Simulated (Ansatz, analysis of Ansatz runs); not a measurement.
## Moving an added hole between O sites in Na2MoO4 (Fd-3m)

Aim: the energy barrier that a trapped hole meets when it moves from one O atom to another one nearby in Na2MoO4 (Fd-3m). The model is a cell of 56 host atoms.

Main program and level: Ansatz 0.2.0; plane-wave PAW DFT, PBEsol+U; relaxation of all atoms of a supercell at fixed charge in a uniform background; PAW set soft_1.

### Step 1. Set-up

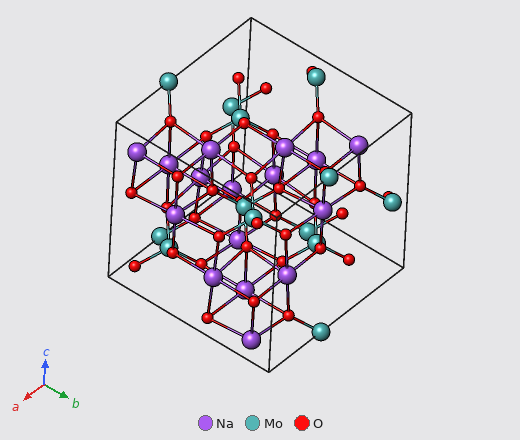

The cell as given, from a free direction (sodium purple, molybdenum teal, oxygen red). Some periodic images of atoms are drawn too.

The cell holds 56 atoms: 16 Na, 8 Mo and 32 O. Its edges and angles: a = 9.086 Å, b = 9.086 Å, c = 9.086 Å, α = 90.0°, β = 90.0°, γ = 90.0°. It derives from Na2MoO4 (space group Fd-3m). Nearest the centre at fractional (0.387, 0.500, 0.500): Mo20 at 1.02 Å, O30 at 1.45 Å, O49 at 1.45 Å, O36 at 2.51 Å, O39 at 2.51 Å, Na2 at 2.87 Å, Na5 at 2.87 Å, O45 at 2.88 Å.

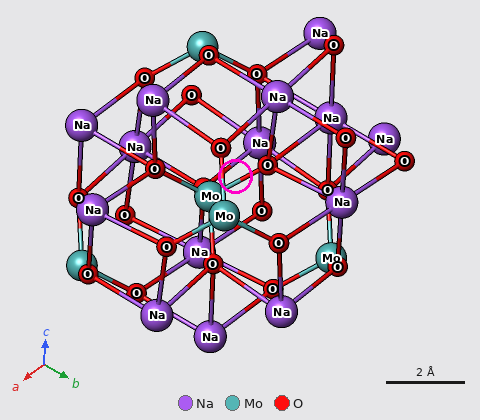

The atoms within 5 Å of the centre. A ring marks the centre wherever it is empty.

Hubbard terms: O p 6.0 eV. They were chosen, not fitted, to curb self-interaction in the shells named, the trial site's among them. The two sites are O30 and O49. The cell's shortest repeat is 9.1 Å.

### Step 2. The cell without the carrier

The neutral cell is relaxed first, from small random displacements, so that bond lengths and moments with the carrier can be set beside those of a relaxed cell without it.

neutral.relax/input.yaml

```yaml
crystal:
  lattice:
    - [9.08595436, 0.0, 0.0]
    - [0.0, 9.08595436, 0.0]
    - [0.0, 0.0, 9.08595436]
  atoms:
    - { symbol: Na, position: [0.125, 0.125, 0.125] }
    - { symbol: Na, position: [0.125, 0.625, 0.625] }
    - { symbol: Na, position: [0.625, 0.125, 0.625] }
    - { symbol: Na, position: [0.625, 0.625, 0.125] }
    - { symbol: Na, position: [0.125, 0.375, 0.375] }
    - { symbol: Na, position: [0.125, 0.875, 0.875] }
    - { symbol: Na, position: [0.625, 0.375, 0.875] }
    - { symbol: Na, position: [0.625, 0.875, 0.375] }
    - { symbol: Na, position: [0.375, 0.375, 0.125] }
    - { symbol: Na, position: [0.375, 0.875, 0.625] }
    - { symbol: Na, position: [0.875, 0.375, 0.625] }
    - { symbol: Na, position: [0.875, 0.875, 0.125] }
    - { symbol: Na, position: [0.375, 0.125, 0.375] }
    - { symbol: Na, position: [0.375, 0.625, 0.875] }
    - { symbol: Na, position: [0.875, 0.125, 0.875] }
    - { symbol: Na, position: [0.875, 0.625, 0.375] }
    - { symbol: Mo, position: [0.0, 0.0, 0.5] }
    - { symbol: Mo, position: [0.0, 0.5, 0.0] }
    - { symbol: Mo, position: [0.5, 0.0, 0.0] }
    - { symbol: Mo, position: [0.5, 0.5, 0.5] }
    - { symbol: Mo, position: [0.25, 0.25, 0.75] }
    - { symbol: Mo, position: [0.25, 0.75, 0.25] }
    - { symbol: Mo, position: [0.75, 0.25, 0.25] }
    - { symbol: Mo, position: [0.75, 0.75, 0.75] }
    - { symbol: O, position: [0.362752, 0.362752, 0.862752] }
    - { symbol: O, position: [0.362752, 0.862752, 0.362752] }
    - { symbol: O, position: [0.862752, 0.362752, 0.362752] }
    - { symbol: O, position: [0.862752, 0.862752, 0.862752] }
    - { symbol: O, position: [0.387248, 0.112752, 0.112752] }
    - { symbol: O, position: [0.387248, 0.612752, 0.612752] }
    - { symbol: O, position: [0.887248, 0.112752, 0.612752] }
    - { symbol: O, position: [0.887248, 0.612752, 0.112752] }
    - { symbol: O, position: [0.112752, 0.112752, 0.387248] }
    - { symbol: O, position: [0.112752, 0.612752, 0.887248] }
    - { symbol: O, position: [0.612752, 0.112752, 0.887248] }
    - { symbol: O, position: [0.612752, 0.612752, 0.387248] }
    - { symbol: O, position: [0.112752, 0.387248, 0.112752] }
    - { symbol: O, position: [0.112752, 0.887248, 0.612752] }
    - { symbol: O, position: [0.612752, 0.387248, 0.612752] }
    - { symbol: O, position: [0.612752, 0.887248, 0.112752] }
    - { symbol: O, position: [0.137248, 0.137248, 0.862752] }
    - { symbol: O, position: [0.137248, 0.637248, 0.362752] }
    - { symbol: O, position: [0.637248, 0.137248, 0.362752] }
    - { symbol: O, position: [0.637248, 0.637248, 0.862752] }
    - { symbol: O, position: [0.137248, 0.362752, 0.637248] }
    - { symbol: O, position: [0.137248, 0.862752, 0.137248] }
    - { symbol: O, position: [0.637248, 0.362752, 0.137248] }
    - { symbol: O, position: [0.637248, 0.862752, 0.637248] }
    - { symbol: O, position: [0.387248, 0.387248, 0.387248] }
    - { symbol: O, position: [0.387248, 0.887248, 0.887248] }
    - { symbol: O, position: [0.887248, 0.387248, 0.887248] }
    - { symbol: O, position: [0.887248, 0.887248, 0.387248] }
    - { symbol: O, position: [0.362752, 0.137248, 0.637248] }
    - { symbol: O, position: [0.362752, 0.637248, 0.137248] }
    - { symbol: O, position: [0.862752, 0.137248, 0.137248] }
    - { symbol: O, position: [0.862752, 0.637248, 0.637248] }
basis:
  ecutwfc: 420
  xc_grid: 2
hamiltonian:
  xc: pbesol
  hubbard:
    sites: [{ species: O, l: p, u_eff: 6.0 }]
    projectors: ortho-atomic
  pseudopotentials: { kind: paw, azcp: { folder: soft_1 }, xc_functional: pbe }
kpoints:
  mp_grid: { grid: [1, 1, 1] }
scf:
  occupations: { method: fermi_dirac, width: 0.01 }
  max_iter: 120
  lower_state_search: "off"
output:
  forces: true
relax:
  f_tol: 0.02
  max_steps: 70
  random_displacement: { amplitude: 0.04, seed: 2301 }
checkpoint:
  write: "../neutral.relax.run"
  compress: false
  write_wavefunctions: true
  write_every: 100000
```

Started as:

```console
$ ansatz run input.yaml --threads 8 --pin off --max-ram 18841MiB --backend cpu --events-out ev --progress --plain --runs-dir out
```

Numbers of over 12 decimals in the logs are rounded to 6 here.

Log:

```text
[... repeated set-up lines and file paths are left out, and long positions are rounded to six places ...]
Engine: ansatz 0.2.0, aarch64-unknown-linux-gnu
Pseudopotentials: kind: paw
Pseudopotential: Na, paw, valence charge 9, recommended cutoff 420 eV (normal), soft_1/Na.paw.azcp
Pseudopotential: Mo, paw, valence charge 14, recommended cutoff 420 eV (normal), soft_1/Mo.paw.azcp
Pseudopotential: O, paw, valence charge 6, recommended cutoff 420 eV (normal), soft_1/O.paw.azcp
Functional definition: PBEsol
  exchange = pbesol_x
  correlation = pbesol_c
Crystal: 56 atoms, lattice volume = 750.087 Å³
Basis set: ecut = 420 eV, 14771 PW (Γ), exchange–correlation on 128×128×128 points (8 copies of the dense FFT grid, shifted against one another)
Bands: 280, of which v1, the nominal top of the filled ones, is band 224 counted from 1 (223 counted from 0)
Symmetry: 1 space group operations
k-points: 1
Non-local potential: Na, projectors of the file, l = 0: 3, l = 1: 2, l = 2: 1
Non-local potential: Mo, projectors of the file, l = 0: 3, l = 1: 2, l = 2: 2, l = 3: 1
Non-local potential: O, projectors of the file, l = 0: 2, l = 1: 2, l = 2: 1
PAW form: soft (Blöchl's): semilocal exchange-correlation on the pseudo side does not see the compensation charge
PAW frozen core: Na, regenerated for the run's functional, and the local potential with it (the file was generated under x = pbe(κ = 0.804, μ = 0.219515), c = pbe(β = 0.066725))
PAW frozen core: Mo, regenerated for the run's functional, and the local potential with it (the file was generated under x = pbe(κ = 0.804, μ = 0.219515), c = pbe(β = 0.066725))
[...]
atom  20  Mo    -0.00057940     0.00589588     0.00299607
  atom  21  Mo    -0.00276289    -0.00275691    -0.00063349
  [... 8 atoms left out ...]
  atom  30  O      0.00191948    -0.00037898    -0.00232783
  [... 5 atoms left out ...]
  atom  36  O      0.00020481    -0.00043514    -0.00275179
  [... 2 atoms left out ...]
  atom  39  O      0.00163099    -0.00177075    -0.00002995
  [... 2 atoms left out ...]
  atom  42  O      0.00109160     0.00103714     0.00040156
  [... 2 atoms left out ...]
  atom  45  O      0.00318058     0.00026941     0.00223899
  [... 3 atoms left out ...]
  atom  49  O     -0.00101692    -0.00198149    -0.00278320
[...]
max |Σ_I F_I| component: 1.89e-4 eV/Å
--- Band table (eV) ---
  k-point 0: bands = ["-57.4790", "-57.4731", "-57.4724", "-57.4719", [... 272 left out ...] "13.9979", "13.9983", "14.2045", "14.3622"]
Occupation matrices written to <dir>
--- Relaxed structure (4 steps of the walk, 4 accepted, 0 SCFs on fresh bases) ---
  F+E_penalty+E_count = -80692.40007654 eV   max|allowed force component| = 7.903e-3 eV/Å
  atoms:
    - { symbol: Na, position: [0.124783, 0.125243, 0.124439] }
    - { symbol: Na, position: [0.125133, 0.624709, 0.624759] }
[...]
- { symbol: Na, position: [0.125103, 0.374772, 0.374609] }
[...]
- { symbol: Mo, position: [0.500062, 0.499935, 0.499585] }
    - { symbol: Mo, position: [0.249800, 0.250007, 0.749383] }
[...]
- { symbol: O, position: [0.387897, 0.612090, 0.611747] }
[...]
- { symbol: O, position: [0.612273, 0.612113, 0.387520] }
[...]
- { symbol: O, position: [0.612172, 0.387767, 0.611756] }
    [... 2 atoms left out ...]
    - { symbol: O, position: [0.138033, 0.637748, 0.361728] }
    [... 2 atoms left out ...]
    - { symbol: O, position: [0.137583, 0.362108, 0.637199] }
    [... 3 atoms left out ...]
    - { symbol: O, position: [0.387918, 0.387839, 0.387387] }
    [... 7 atoms left out ...]
[key lines of the parts left out:]
SCF converged after 5 iterations
Free energy (F): -80692.400077 eV
Fermi energy:    4.864335 eV
```

The job ended after 12 s (8 threads of Arm Neoverse V2, shared host; peak memory 1 GiB; 85 s of CPU time).

The largest displacement from an ideal site is 0.012 Å.

(Part 1 of 3 ends here.)

[Logs are printed without paths, hosts, clocks, repeated set-up lines and the standing remarks that a program may print on its own settings, such as how far it seeks lower states.]

[Hosts, paths, dates, database ids (printed as entryN), source tags and the programs' standing remarks are cut or masked in the printed files.]
